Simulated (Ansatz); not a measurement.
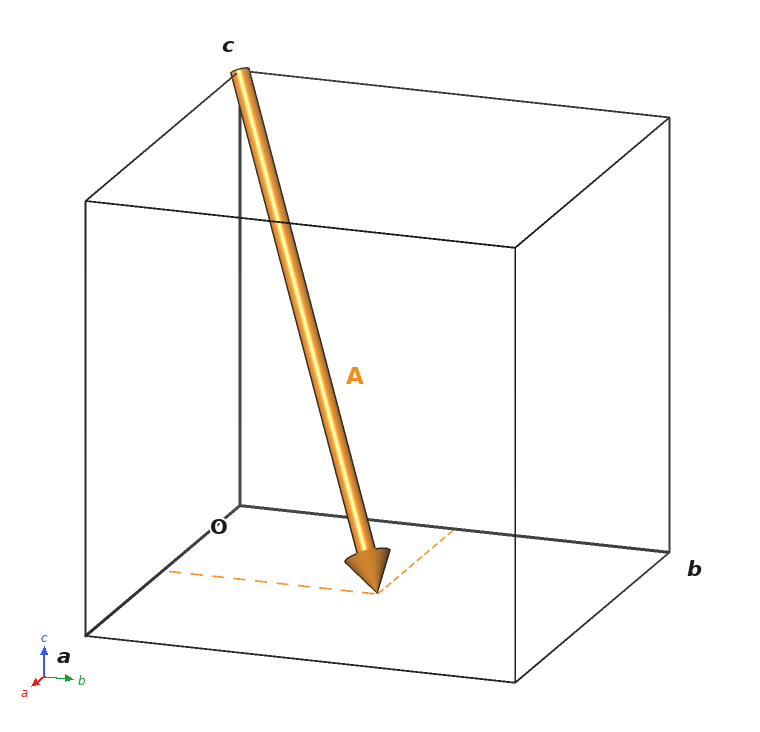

Crystal: Ge, a calculation's input that goes back to an entry of the Crystallography Open Database (an earlier step may have relaxed or displaced it). The arrow starts at a corner of the unit cell and ends on its surface; where a tip isn't a corner, dashed lines run from it parallel to the axes. The drawing is computed from the coordinates (standard cell, symmetry found to 0.002 Å).

a = 5.658 Å, b = 5.658 Å, c = 5.658 Å, α = 90.00°, β = 90.00°, γ = 90.00°.

> Index the direction.

Arrow A runs from (0, 0, 1) to (1/2, 1/2, 0), so [1 1 −2].

> How long is the vector ua + vb + wc?

13.858 Å.

> In No. 227, Fd-3m, origin choice 1, how many directions are equivalent to A (Laue class m-3m, both senses counted)?

24.
